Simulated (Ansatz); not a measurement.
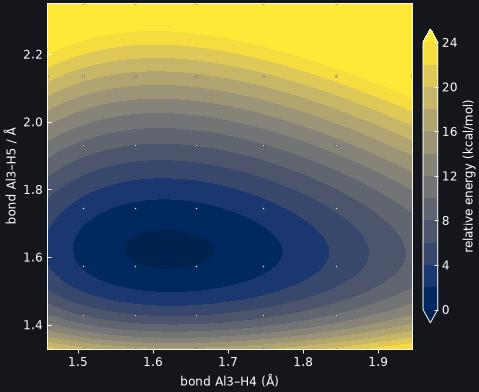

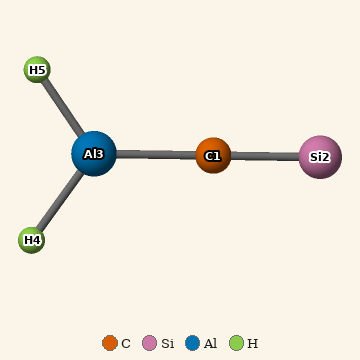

Energy landscape of CH₂AlSi, charge −1. Two internal coordinates are moved rigidly from the geometry relaxed at PBE0-D4/def2-TZVP, all others fixed. Coordinates scanned: (1) bond Al3–H4; (2) bond Al3–H5. The grid has 7 × 7 points. Energies are in kcal/mol, from the lowest grid point. Level of theory: RKS r2SCAN-D4/def2-TZVPPD (Ansatz).

The picture shows filled contours, dots at the grid points, one colour for all values above the top of the scale. Between grid points the surface is interpolated. The second picture is the structure at the lowest point.

### Describe this landscape.

The lowest grid point is at bond Al3–H4 = 1.657 Å, bond Al3–H5 = 1.574 Å. The bottom of the well lies between grid points, at about bond Al3–H4 = 1.619 Å, bond Al3–H5 = 1.619 Å, about 0.47 kcal/mol lower on the interpolated surface. No other kind of well shows on this grid. The highest grid point, bond Al3–H4 = 1.945 Å, bond Al3–H5 = 2.351 Å, lies 37.9 kcal/mol above the lowest. Round the minimum the contours are nearly round: the two directions are equally stiff and uncoupled.
